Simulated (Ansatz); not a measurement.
## WS2: pressure series

Take WS$_{2}$ in the 2H-MoS2 type structure (space group P6_3/mmc, No. 194; a = 3.1541 Å, c = 12.1373 Å; layered, stacked along the Cartesian z axis) as the base.

Cell and atoms are relaxed at each pressure.

Levels (all Ansatz, a program for electronic structure, PAW): PBE-D3(BJ) (420 eV, no spin-orbit coupling); PBEsol-D3(BJ) (420 eV, no spin-orbit coupling).

The base cell above is that of PBE-D3(BJ); each level relaxes its own structures.

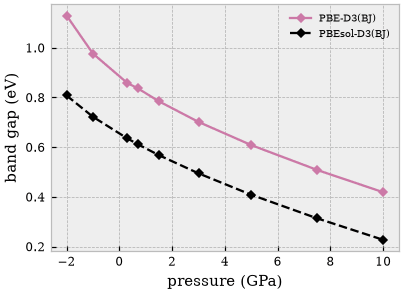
Fig. 1. Band gap under two levels

How do the two levels compare along the series?

PBE-D3(BJ) lies above PBEsol-D3(BJ) in every row, by 0.19 eV to 0.32 eV. They put the cases in the same order.

Spin-orbit coupling, missing from the scalar runs, can matter with W. Load acts through the strain it causes; cell and atoms are relaxed under it. No phonon test of stability was made. Competing high-pressure phases were not computed. The zero or small gap of WS2 under pressure 10 GPa can change with the level of theory.
